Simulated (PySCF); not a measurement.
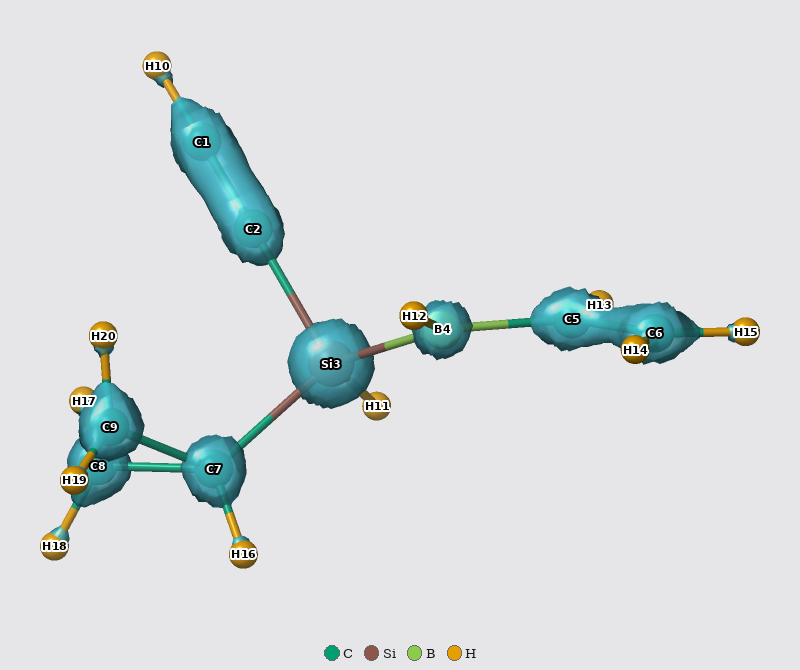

*C$_{7}$H$_{11}$BSi. Isosurface of the total electron density at 2 e/Å³ (cyan), seen at a tilt.*

Geometry: GFN2-xTB.

All numbers below come from PBE0/pcSseg-1, SCF density, gas phase, non-relativistic (PySCF).

The calculation's input:

```
{"job": {"kind": "nmr", "xc": "PBE0", "basis": "pcSseg-1"}, "charge": 0, "multiplicity": 1}
C     -0.232010     2.842547    -1.386633
C     -0.097332     1.676927    -1.123153
Si     0.099975    -0.118217    -0.657453
B      1.467303    -0.273711     0.744647
C      2.883530    -0.780690     0.401157
C      3.715743    -1.321076     1.295099
C     -1.632101    -0.679396    -0.121711
C     -2.856940    -0.099838    -0.767877
C     -2.519780     0.262283     0.640634
H     -0.354914     3.859878    -1.628984
H      0.356708    -0.791011    -1.956668
H      1.250685     0.009228     1.863444
H      3.223779    -0.761066    -0.630903
H      3.446651    -1.395595     2.337551
H      4.677613    -1.735033     1.029712
H     -1.717907    -1.722054     0.167553
H     -2.718809     0.653602    -1.528520
H     -3.704326    -0.746623    -0.945746
H     -3.136172    -0.131622     1.436288
H     -2.156843     1.262145     0.828526
```

Launched as:

```sh
OMP_NUM_THREADS=1 python probes_run.py task.json out
```

How is the density connected at this value?

At this value the surface falls into 18 separate pieces. It bridges the sampled C–C (1.20 Å) contacts, where the density stays above the isovalue. It is pinched off along the sampled C–B (1.54 Å), C–Si (1.87 Å) and Si–B (1.96 Å) contacts. On the grid the lowest density along these lines, outside the cores, is 2.8 e/Å³ (C–C, 1.20 Å), 1.3 e/Å³ (C–B, 1.54 Å), 0.73 e/Å³ (C–Si, 1.87 Å) and 0.79 e/Å³ (Si–B, 1.96 Å).
